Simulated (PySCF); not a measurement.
Ge(F)(Cl)(Me)2, SMILES [F][Ge]([CH3])([CH3])[Cl] at its PBE0/def2-SVP optimised geometry (Å):

```
11

C     -1.0786    -1.4890     1.3745
Ge    -0.1483    -0.5053     0.0000
C      1.7810    -0.5053     0.0000
F     -0.6587    -1.1621    -1.5324
Cl    -0.8522     1.5383     0.0000
H     -2.1615    -1.4278     1.1991
H     -0.8525    -1.0656     2.3634
H     -0.7698    -2.5444     1.3542
H      2.1471     0.0552    -0.8712
H      2.1615    -0.0315     0.9160
H      2.1548    -1.5383    -0.0547
```

Method: PBE0/def2-TZVP (PySCF).

Map of the HOMO amplitude (bohr^(-3/2)) on the plane z = 0.6 Å; orbital energy -8.62 eV, overall sign arbitrary:

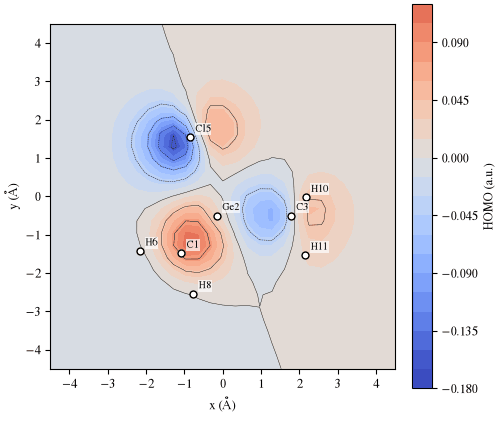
HOMO amplitude (bohr^(-3/2)) on the plane z = 0.6 Å.
